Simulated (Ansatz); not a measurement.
## Electronic structure of C4H8Si in real space

Input file:

```
crystal:
  periodic: [false, false, false]
  atoms:
    - {symbol: C, position_ang: [-2.056150, 0.909460, 0.848047]}
    - {symbol: C, position_ang: [-0.604100, 0.712947, 1.158745]}
    - {symbol: C, position_ang: [0.324661, 0.522115, 0.266760]}
    - {symbol: C, position_ang: [1.241869, 0.287191, -0.628684]}
    - {symbol: Si, position_ang: [1.651212, -1.447586, -1.160517]}
    - {symbol: H, position_ang: [-2.405673, 1.877715, 1.217908]}
    - {symbol: H, position_ang: [-2.239195, 0.865318, -0.225545]}
    - {symbol: H, position_ang: [-2.662941, 0.139366, 1.333166]}
    - {symbol: H, position_ang: [-0.303748, 0.735681, 2.204642]}
    - {symbol: H, position_ang: [1.774809, 1.129671, -1.068965]}
    - {symbol: H, position_ang: [1.430386, -1.610609, -2.623555]}
    - {symbol: H, position_ang: [0.787407, -2.400216, -0.419783]}
    - {symbol: H, position_ang: [3.081763, -1.755654, -0.887519]}
basis:
  gaussian: {orbitals: def2-TZVPP}
hamiltonian: {xc: pbe0, dispersion: d4}
output: {orbitals: {seedname: orbitals}}
```

Run with:

```sh
ansatz run in.yaml --threads 4 --pin off --events-out ev --progress --plain --max-ram 10444MiB
```

Geometry: PBE0-D4/def2-TZVP.

Computed with RKS PBE0-D4/def2-TZVPP in Ansatz 0.2.0.

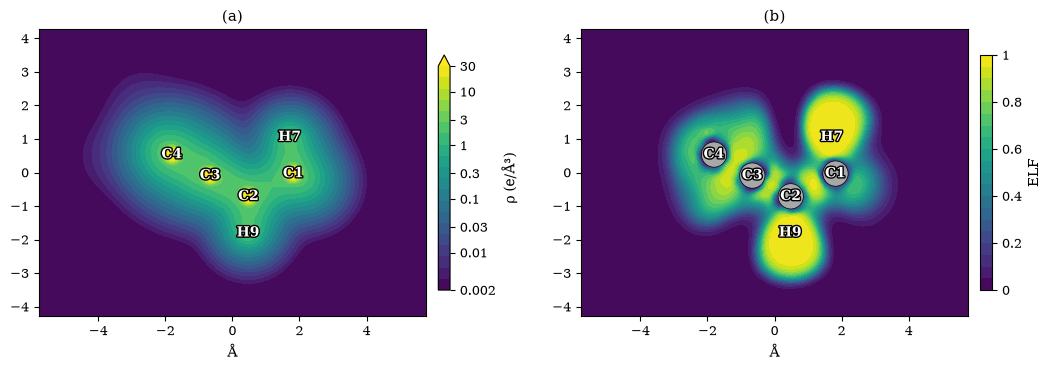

Figure 1. (a) total electron density; (b) ELF on the plane of atoms C1, C2 and C3. Grey discs cover the atomic cores in the ELF map.

What do the fields say about this system?

Answer. The section cuts through C and H sites.
C–C (1.30 Å): ρ at the midpoint is about 2.5 e/Å³; the ELF peaks at about 0.90 between the atoms; a short, multiple covalent bond.
C–H (1.09 Å): the density is about 2 e/Å³ at the midpoint; the ELF climbs to about 1 towards the hydrogen, as it does in any bond to H: an ordinary covalent bond to hydrogen.
C–C (1.50 Å): ρ at the midpoint is about 1.7 e/Å³; the ELF peaks at about 0.95 between the atoms (localised, covalent bonding).

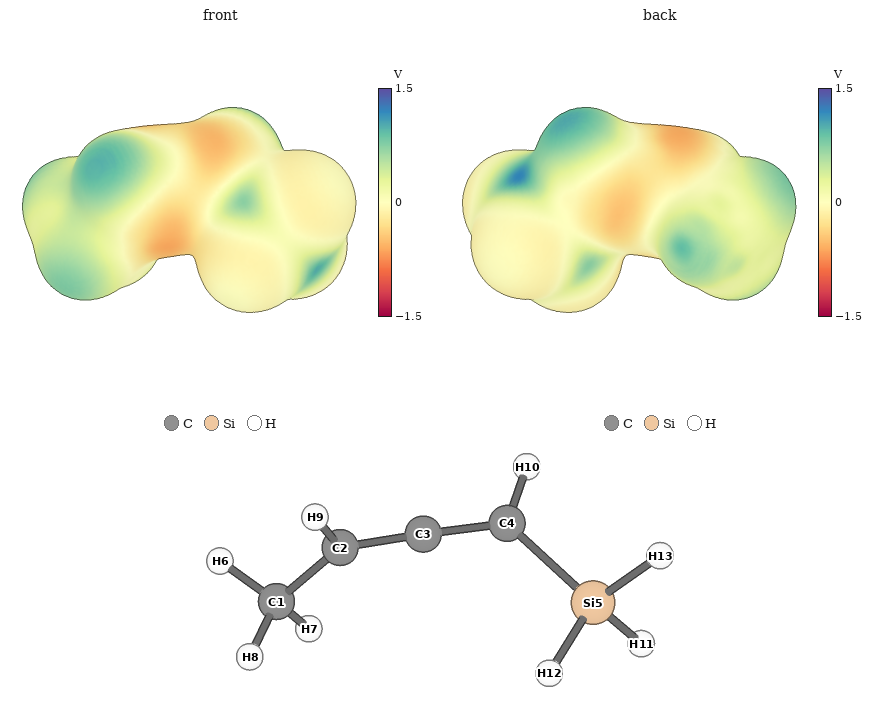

Figure 2. The electrostatic potential painted on the density surface at 0.002 e/bohr³, seen from the front and from behind; red is negative and blue positive. The bare structure is drawn below in the same view.

Where is the surface potential most negative and most positive?

Answer. The most negative region (about −0.6 V, or −14 kcal/mol for a unit charge) lies over C2 and C3, the most positive (about +1.0 V, or +23 kcal/mol for a unit charge) over Si5, H9 and H10.

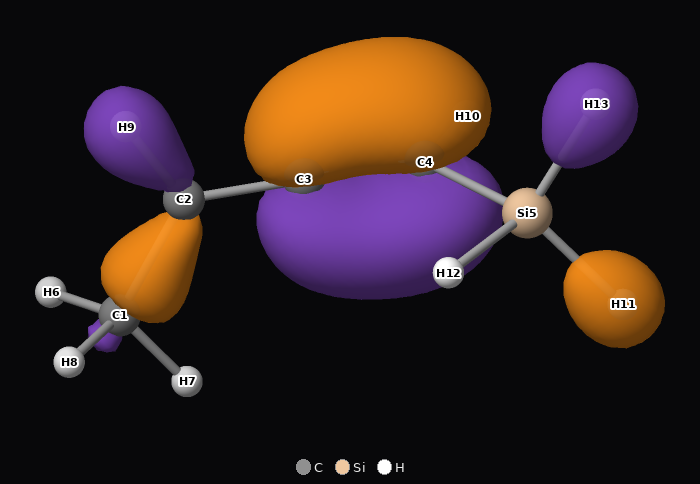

Figure 3. The HOMO−1 at ±0.15 Å⁻³ᐟ² (orange and purple are the two phases), seen at a tilt.

Describe this orbital and give its energy.

Answer. It lies mainly on C4 (about 35 %) and C3 (about 30 %); π-bonding across C4–C3. Its energy is −7.70 eV.
